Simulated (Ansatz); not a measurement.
Breaking a bond: H2Be, SMILES [BeH2]. The Be1–H3 bond (Be1 also carries H; H3 carries nothing else) is varied alone, starting from the PBE0/def2-TZVP optimised geometry.

```
3

Be     0.0000     0.0000     0.0000
H     -0.0001    -0.0001    -1.3387
H      0.0000     0.0000     1.3387
```

Levels of theory: FCI = full CI/cc-pVTZ, frozen core (Ansatz, a first-principles code); UMP2 = MP2 on UHF/cc-pVTZ, frozen core in Ansatz; UCCSD = CCSD on UHF/cc-pVTZ, frozen core run with Ansatz.

Energies are in mEh, each relative to the lowest point of its own curve near equilibrium.

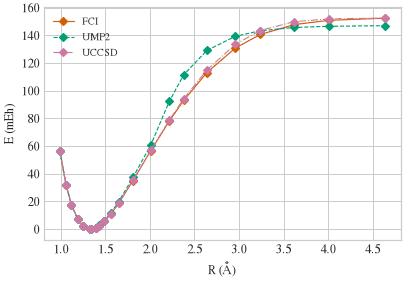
Figure: Energy against bond length for each method.

```tsv
R / Å	FCI	UMP2	UCCSD
0.99	56.4	56.1	56.4
1.06	31.8	31.5	31.7
1.12	17.6	17.3	17.6
1.19	7.1	6.9	7.1
1.25	2.2	2.1	2.2
1.33	0.0	0.0	0.0
1.34	0.0	0.0	0.0
1.39	0.8	1.0	0.8
1.43	2.3	2.5	2.3
1.49	5.5	6.0	5.6
1.56	10.6	11.4	10.7
1.65	18.6	19.8	18.7
1.81	34.9	37.2	35.1
2.01	56.5	60.7	56.9
2.22	78.1	92.4	78.9
2.38	92.9	111.4	94.1
2.64	113.0	129.0	114.9
2.96	130.7	139.2	133.4
3.24	140.5	143.2	143.4
3.62	147.7	145.6	149.8
4.01	150.8	146.5	151.8
4.64	152.3	146.9	152.4
```

At the longest distance, 4.64 Å, UCCSD lies highest above its minimum (152.4 mEh) and UMP2 lowest (146.9 mEh).

The unrestricted determinant behind UMP2, UCCSD is spin-contaminated at 2.22 to 4.64 Å (<S²> up to 1.0, against 0.00 for a pure singlet).
